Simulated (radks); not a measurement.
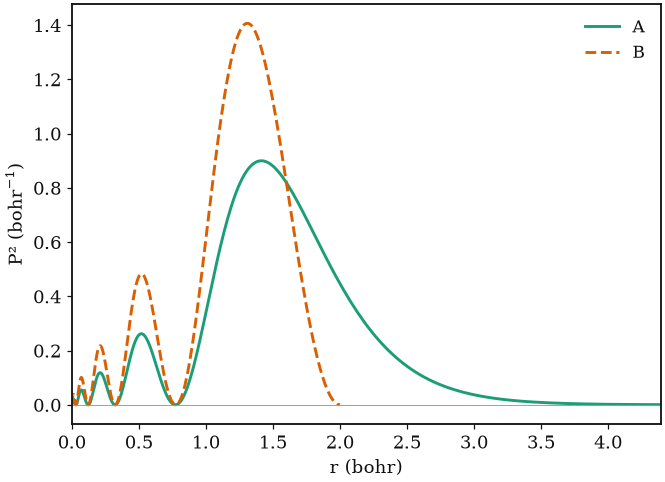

The La⁺ ion in [Xe] 5d2 (high spin) was computed in two surroundings: the hard spherical wall at 15 bohr; the hard spherical wall at 2 bohr. Theory: scalar-relativistic Kohn-Sham, PBE, spin-polarised, spherical densities, finite nucleus (computed with the in-house radial solver radks).

The plot shows P² of the 5s up orbital in both runs (large components where relativistic).

**Which curve belongs to which run?**

A is the hard spherical wall at 15 bohr (⟨r⟩ = 1.57 bohr, eigenvalue −42.9 eV); B is the hard spherical wall at 2 bohr (⟨r⟩ = 1.22 bohr, eigenvalue 22.6 eV). The tighter surroundings squeeze the orbital.
